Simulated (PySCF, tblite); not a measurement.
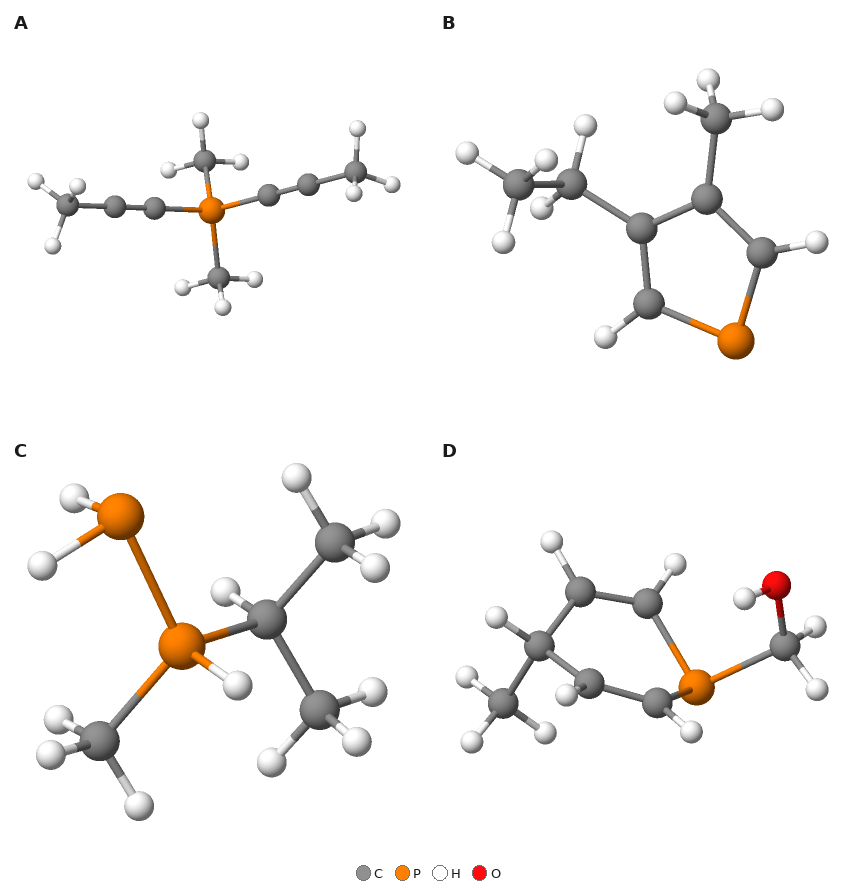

Simulated data, not a measurement (program: PySCF and tblite).

```xyz
19
charge 1, multiplicity 1
C    -1.0893   -1.5751    0.5621
C    -0.7847   -0.0801    0.5354
C    -1.9678    0.7409    0.0270
P     0.6461    0.2597   -0.5736
C     2.1099   -0.7189   -0.1101
P     0.9264    2.3880   -0.8456
H    -0.2725   -2.1476    0.9954
H    -1.2942   -1.9502   -0.4394
H    -1.9731   -1.7493    1.1714
H    -0.5020    0.2588    1.5401
H    -1.7440    1.8087    0.0250
H    -2.2418    0.4384   -0.9829
H    -2.8305    0.5820    0.6698
H     0.2588   -0.2564   -1.7992
H     1.8816   -1.7821   -0.1709
H     2.9308   -0.4928   -0.7913
H     2.4122   -0.4698    0.9080
H     1.2643    2.5405    0.5081
H     2.2599    2.2147   -1.2368
```

### Which panel shows the molecule in this file?

C. The file holds C4H13P2(+), `CC(C)[P@H+](C)P`.
